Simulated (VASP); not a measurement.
Energy against volume of CsCl (CsCl type). All values below come from PBE GGA, VASP's PBE PAW potentials (set 64) (plane waves; VASP).

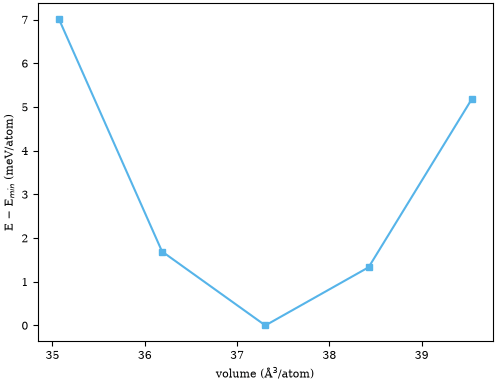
Figure: Energy against volume

Problem. Estimate the equilibrium volume and the bulk modulus.

Solution. The minimum lies near 37.3 Å³/atom, and the curvature gives B0 of about 14 GPa.

The compound is CsCl in the CsCl type structure. It was relaxed first, which changed the volume by +7 %.
